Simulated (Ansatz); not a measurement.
# Geometry relaxation, with input and output: AlPH6 (part 2 of 2)

AlPH6; RKS PBE-D4/def2-SVP (Ansatz 0.2.0). The geometry: force-field start.

Geometry of the input (Å):
```
Al -0.3335  0.0898  -1.0376
P  0.3787  -0.1559  1.0856
H  0.4077  -0.8091  -2.0532
H  -1.8579  -0.2335  -1.1175
H  -0.1847  1.6524  -1.4996
H  0.8672  1.0891  1.5778
H  1.4471  -1.1020  1.0917
H  -0.6325  -0.5879  1.8969
```

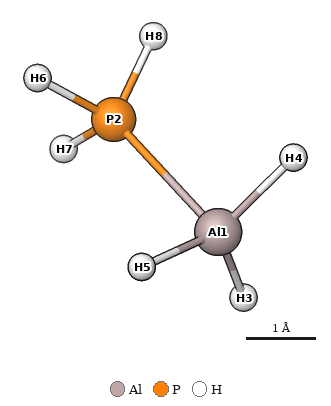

Figure 1. The geometry at step 14 of the log (ball-and-stick view, seen at a tilt; atoms are numbered from 1 in the order of the input).

## Trajectory as extended XYZ, continued
```
8
Properties=species:S:1:pos:R:3:forces:R:3 step=6 energy=-15969.10271
Al   -0.4834    0.1706   -1.3867   -0.0007   0.0002   0.0013
P     0.3784   -0.1395    1.0119   -0.0004   0.0005   0.0014
H     0.5047   -0.8907   -2.0872   -0.0003  -0.0006   0.0010
H    -2.0062   -0.2669   -1.0982    0.0001   0.0009  -0.0011
H    -0.1421    1.7397   -1.5091    0.0005  -0.0003  -0.0012
H     0.9067    0.9847    1.7203   -0.0005   0.0001   0.0003
H     1.4505   -1.0507    1.2671    0.0007   0.0004  -0.0012
H    -0.5165   -0.6042    2.0259    0.0006  -0.0012  -0.0004
8
Properties=species:S:1:pos:R:3:forces:R:3 step=7 energy=-15969.10273
Al   -0.4836    0.1707   -1.3865   -0.0004   0.0016  -0.0007
P     0.3780   -0.1390    1.0126    0.0005   0.0001  -0.0012
H     0.5039   -0.8920   -2.0855    0.0003  -0.0013   0.0015
H    -2.0072   -0.2651   -1.0997   -0.0006   0.0005   0.0008
H    -0.1411    1.7394   -1.5112    0.0009  -0.0006   0.0003
H     0.9055    0.9847    1.7223   -0.0012   0.0007   0.0000
H     1.4517   -1.0490    1.2653    0.0009   0.0004  -0.0009
H    -0.5151   -0.6068    2.0267   -0.0005  -0.0014   0.0001
8
Properties=species:S:1:pos:R:3:forces:R:3 step=8 energy=-15969.10276
Al   -0.4843    0.1712   -1.3860    0.0008   0.0029  -0.0035
P     0.3769   -0.1379    1.0137    0.0022  -0.0011  -0.0035
H     0.5014   -0.8965   -2.0801    0.0004  -0.0020   0.0014
H    -2.0097   -0.2594   -1.1023   -0.0015   0.0003   0.0037
H    -0.1369    1.7384   -1.5163    0.0017  -0.0012   0.0024
H     0.9005    0.9853    1.7273   -0.0026   0.0014  -0.0005
H     1.4558   -1.0436    1.2601    0.0006   0.0012  -0.0001
H    -0.5115   -0.6147    2.0276   -0.0016  -0.0015   0.0000
8
Properties=species:S:1:pos:R:3:forces:R:3 step=9 energy=-15969.10288
Al   -0.4862    0.1728   -1.3847    0.0042   0.0045  -0.0110
P     0.3740   -0.1350    1.0161    0.0068  -0.0089   0.0020
H     0.4919   -0.9124   -2.0631   -0.0028  -0.0015   0.0008
H    -2.0180   -0.2388   -1.1078   -0.0013   0.0008   0.0100
H    -0.1210    1.7347   -1.5315    0.0034  -0.0054   0.0079
H     0.8806    0.9881    1.7425   -0.0075  -0.0006  -0.0028
H     1.4710   -1.0239    1.2445   -0.0057   0.0093   0.0012
H    -0.5002   -0.6426    2.0282    0.0030   0.0018  -0.0082
8
Properties=species:S:1:pos:R:3:forces:R:3 step=10 energy=-15969.10162 accepted=F
Al   -0.4933    0.1780   -1.3802    0.0179   0.0058  -0.0449
P     0.3644   -0.1242    1.0238    0.0459  -0.1139   0.1477
H     0.4511   -0.9763   -2.0018   -0.0399   0.0312   0.0135
H    -2.0493   -0.1570   -1.1247    0.0314   0.0095   0.0229
H    -0.0558    1.7190   -1.5875   -0.0010  -0.0600   0.0339
H     0.7988    1.0005    1.8009   -0.0368  -0.0699  -0.0386
H     1.5336   -0.9445    1.1884   -0.1279   0.1122   0.0049
H    -0.4574   -0.7526    2.0253    0.1103   0.0850  -0.1393
8
Properties=species:S:1:pos:R:3:forces:R:3 step=11 energy=-15969.10325
Al   -0.4894    0.1746   -1.3829    0.0117   0.0062  -0.0229
P     0.3705   -0.1300    1.0185    0.0169  -0.0425   0.0532
H     0.4705   -0.9438   -2.0367   -0.0160   0.0082   0.0037
H    -2.0326   -0.1992   -1.1133    0.0088   0.0046   0.0164
H    -0.0880    1.7264   -1.5555    0.0029  -0.0226   0.0146
H     0.8394    0.9948    1.7699   -0.0204  -0.0214  -0.0160
H     1.5024   -0.9846    1.2203   -0.0417   0.0430   0.0006
H    -0.4807   -0.6954    2.0236    0.0381   0.0246  -0.0496
8
Properties=species:S:1:pos:R:3:forces:R:3 step=12 energy=-15969.10369
Al   -0.4903    0.1749   -1.3831    0.0146   0.0092  -0.0246
P     0.3671   -0.1265    1.0203    0.0392  -0.0892   0.1219
H     0.4466   -0.9730   -2.0242   -0.0312   0.0239   0.0149
H    -2.0424   -0.1625   -1.1097    0.0224   0.0104   0.0127
H    -0.0535    1.7172   -1.5735   -0.0023  -0.0472   0.0192
H     0.7962    1.0026    1.7928   -0.0335  -0.0585  -0.0365
H     1.5322   -0.9457    1.2037   -0.0973   0.0878   0.0025
H    -0.4638   -0.7440    2.0179    0.0882   0.0635  -0.1101
8
Properties=species:S:1:pos:R:3:forces:R:3 step=13 energy=-15969.10541
Al   -0.4926    0.1735   -1.3896    0.0424   0.0036   0.0362
P     0.3695   -0.1278    1.0117    0.0417  -0.1006   0.1649
H     0.4240   -0.9974   -2.0202   -0.0471   0.0367  -0.0028
H    -2.0467   -0.1347   -1.0902    0.0269   0.0168  -0.0120
H    -0.0203    1.7078   -1.5668   -0.0149  -0.0581  -0.0097
H     0.7541    1.0105    1.7960   -0.0377  -0.0779  -0.0453
H     1.5586   -0.9121    1.2059   -0.1231   0.1014  -0.0063
H    -0.4546   -0.7768    1.9973    0.1117   0.0781  -0.1251
8
Properties=species:S:1:pos:R:3:forces:R:3 step=14 energy=-15969.09903 accepted=F
Al   -0.4853    0.1641   -1.3840    0.0179  -0.0005  -0.0675
P     0.3848   -0.1393    1.0087    0.2246  -0.0553   0.5306
H     0.2972   -1.0874   -2.0655   -0.0869   0.1287   0.1026
H    -2.0632   -0.0026   -1.0442    0.1448   0.0250  -0.0036
H     0.1062    1.6604   -1.6003   -0.0418  -0.1453   0.0192
H     0.5732    1.0386    1.8414   -0.0747  -0.4067  -0.2573
H     1.6793   -0.7638    1.2453   -0.4563   0.2306  -0.0668
H    -0.4001   -0.9270    1.9428    0.2722   0.2235  -0.2574
8
Properties=species:S:1:pos:R:3:forces:R:3 step=15 energy=-15969.11341
Al   -0.4823    0.1730   -1.3744   -0.0094  -0.0297  -0.0312
P     0.3742   -0.1440    1.0092    0.0124   0.0338  -0.0066
H     0.3623   -1.0292   -2.0317   -0.0020  -0.0234  -0.0082
H    -2.0410   -0.0698   -1.0537   -0.0147   0.0157   0.0087
H     0.0401    1.6799   -1.5890    0.0163   0.0132   0.0170
H     0.6569    1.0171    1.7954   -0.0116  -0.0259   0.0212
H     1.6072   -0.8376    1.2231   -0.0164   0.0218   0.0106
H    -0.4253   -0.8465    1.9650    0.0254  -0.0056  -0.0115
8
Properties=species:S:1:pos:R:3:forces:R:3 step=16 energy=-15969.12046
Al   -0.4806    0.1611   -1.3792   -0.0158   0.0148   0.0183
P     0.3777   -0.1331    0.9997    0.0446   0.0306   0.0641
H     0.3012   -1.0836   -2.0394   -0.0140   0.0004   0.0107
H    -2.0455   -0.0037   -1.0256    0.0167   0.0139  -0.0132
H     0.1110    1.6455   -1.5786    0.0088   0.0030  -0.0364
H     0.5679    1.0222    1.8292   -0.0299  -0.0885  -0.0581
H     1.6517   -0.7505    1.2197   -0.0483   0.0373   0.0097
H    -0.3913   -0.9149    1.9182    0.0378  -0.0115   0.0049
8
Properties=species:S:1:pos:R:3:forces:R:3 step=17 energy=-15969.12789
Al   -0.4766    0.1656   -1.3704   -0.0463  -0.0120  -0.0356
P     0.3796   -0.1445    0.9958    0.1374   0.1207   0.2567
H     0.2167   -1.1473   -2.0092   -0.0394   0.0464   0.0286
H    -2.0522    0.1110   -1.0003    0.0937   0.0112  -0.0150
H     0.2014    1.6082   -1.6305   -0.0045  -0.0512   0.0040
H     0.4258    1.0143    1.8595   -0.0154  -0.2854  -0.1592
H     1.7191   -0.6278    1.2226   -0.2280   0.0932  -0.0156
H    -0.3216   -1.0366    1.8765    0.1025   0.0771  -0.0638
8
Properties=species:S:1:pos:R:3:forces:R:3 step=18 energy=-15969.13444
Al   -0.4746    0.1657   -1.3730   -0.0389  -0.0125  -0.0298
P     0.3749   -0.1414    0.9957    0.1505   0.0822   0.2179
H     0.1785   -1.1655   -2.0133   -0.0249   0.0339   0.0380
H    -2.0447    0.1458   -0.9862    0.0623   0.0197  -0.0184
H     0.2405    1.5864   -1.6479   -0.0105  -0.0355   0.0087
H     0.3768    0.9972    1.8807   -0.0143  -0.2013  -0.1416
H     1.7290   -0.5747    1.2241   -0.1869   0.0665  -0.0199
H    -0.2884   -1.0707    1.8639    0.0628   0.0470  -0.0549
8
Properties=species:S:1:pos:R:3:forces:R:3 step=19 energy=-15969.14088
Al   -0.4881    0.1718   -1.3781    0.0776  -0.0388   0.0464
P     0.3839   -0.1480    0.9808    0.0565   0.0283   0.1732
H     0.0965   -1.2285   -1.9325   -0.0453   0.0557  -0.0405
H    -2.0525    0.2752   -0.9955    0.0360  -0.0109  -0.0039
H     0.3242    1.5372   -1.6641   -0.0146  -0.0408  -0.0309
H     0.2449    0.9478    1.8965    0.0085  -0.0908  -0.0324
H     1.7701   -0.4388    1.2318   -0.1633   0.0366  -0.0668
H    -0.1870   -1.1737    1.8052    0.0447   0.0608  -0.0451
8
Properties=species:S:1:pos:R:3:forces:R:3 step=20 energy=-15969.14279
Al   -0.4751    0.1653   -1.3605   -0.0117   0.0159  -0.1392
P     0.3785   -0.1387    1.0068    0.0353  -0.1012   0.1240
H     0.0292   -1.2512   -1.9585   -0.0109   0.0593   0.0744
H    -2.0408    0.3420   -1.0089    0.0434  -0.0252   0.0466
H     0.3677    1.4963   -1.7226    0.0011  -0.0556   0.0551
H     0.1749    0.9131    1.9590    0.0159  -0.0571  -0.0439
H     1.7812   -0.3530    1.2316   -0.1379   0.0264  -0.0224
H    -0.1235   -1.2309    1.7972    0.0647   0.1375  -0.0946
8
Properties=species:S:1:pos:R:3:forces:R:3 step=21 energy=-15969.14753
Al   -0.4774    0.1687   -1.3699   -0.0015   0.0008  -0.0048
P     0.3717   -0.1373    0.9949   -0.0017   0.0010   0.0008
H     0.0315   -1.2520   -1.9363   -0.0020   0.0061   0.0046
H    -2.0341    0.3369   -0.9865    0.0076  -0.0013   0.0005
H     0.3832    1.4896   -1.7059   -0.0022  -0.0064   0.0031
H     0.1692    0.9074    1.9500   -0.0011   0.0012  -0.0005
H     1.7688   -0.3447    1.2172    0.0020   0.0003  -0.0022
H    -0.1207   -1.2258    1.7805   -0.0010  -0.0016  -0.0015
```

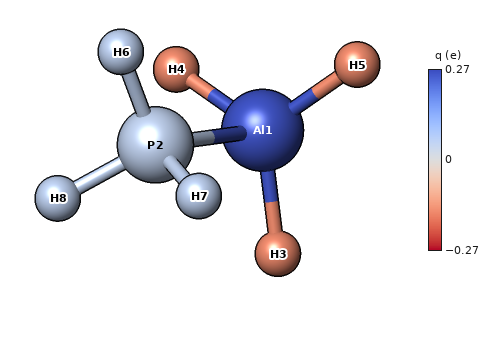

Figure 2. Mulliken charges, as the colour of each atom (ball-and-stick view, seen at a tilt; atoms are numbered from 1 in the order of the input). By element: Al +0.26, P +0.05 and H −0.15 to +0.05 e.

## Results in brief

- outcome: converged
- total energy: −15969.1476 eV
- mean-field energy: −15969.0188 eV
- dispersion energy: −0.1288 eV
- SCF solution under orbital rotations: stable
- largest force (length of the vector) at the end: 0.008 eV/Å
- dipole moment: 4.32 D
- hardware: 4 threads of Arm Neoverse V1, 23 GiB of memory available, shared host
- wall time: 10 s (CPU time 33 s)
- peak memory: 0.13 GiB
